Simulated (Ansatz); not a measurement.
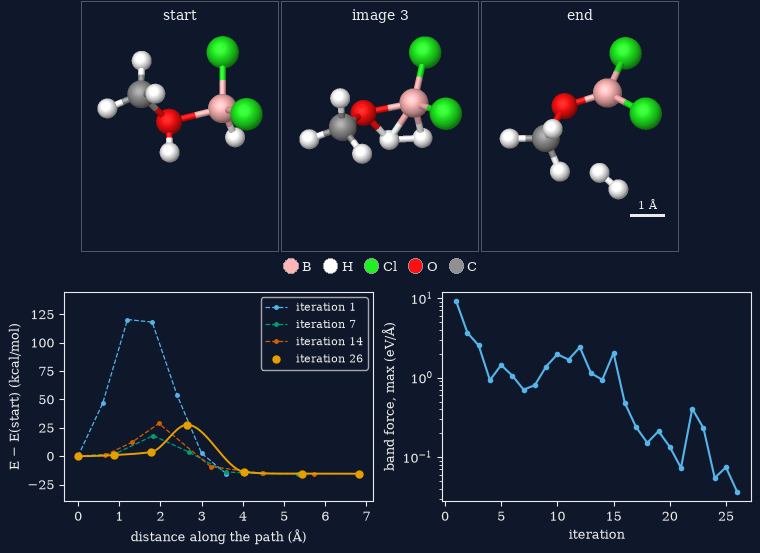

A nudged-elastic-band calculation for CH$_{5}$BCl$_{2}$O. Images are numbered from 0 (start) to 6 (end). The plot follows the band through its iterations. A ball-and-stick model, seen at a tilt.

These are results of Ansatz, RKS PBE-D4/6-31G*, not measurements. Run with 5 movable images; climbing image; force threshold 0.05 eV/Å; iteration limit 60; starting path by straight interpolation.

> How did the profile develop, and is the result final?

The run is converged, with reservations. The band converged in 26 iterations. The largest component of the band force went from 9.1 to 0.036 eV/Å. The climbing image converged on the top of the path. Its curvatures weren't checked. The straight starting path can push atoms close together and costs iterations. The first iteration put the highest image at 120.5 kcal/mol. The highest point, image 3, lies 27.7 kcal/mol above the start and 43.1 kcal/mol above the end; the end is at −15.5 kcal/mol relative to the start.

Cost: 110 s on 2 threads of Intel(R) Xeon(R) 6975P-C (Granite Rapids), on a shared host, peak memory 0.16 GiB.
